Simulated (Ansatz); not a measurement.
Consider SrZrO3 (space group I4/mcm, No. 140; a = 5.736 Å, c = 8.324 Å; a cell from a computed database, its experimental status unchecked).

It is then changed as follows: every Sr is replaced by Mg; the structure is relaxed again.

Calculations: PBEsol/PAW in Ansatz (a first-principles code), no SOC.

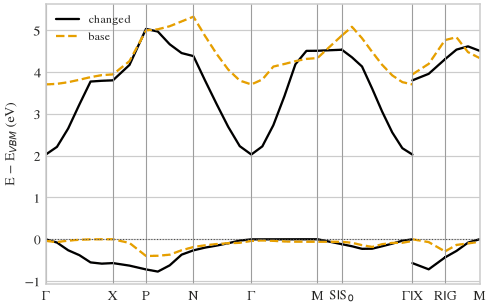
Figure: Highest valence and lowest conduction band along the path, each from its own valence-band maximum

From the figure, how large is the changed gap, and is it direct?

About 2.0 eV, direct at Γ.

Whether these cells are dynamically stable was not tested. As relaxed here, MgZrO3 is a hypothetical phase, not in the database extracts checked.
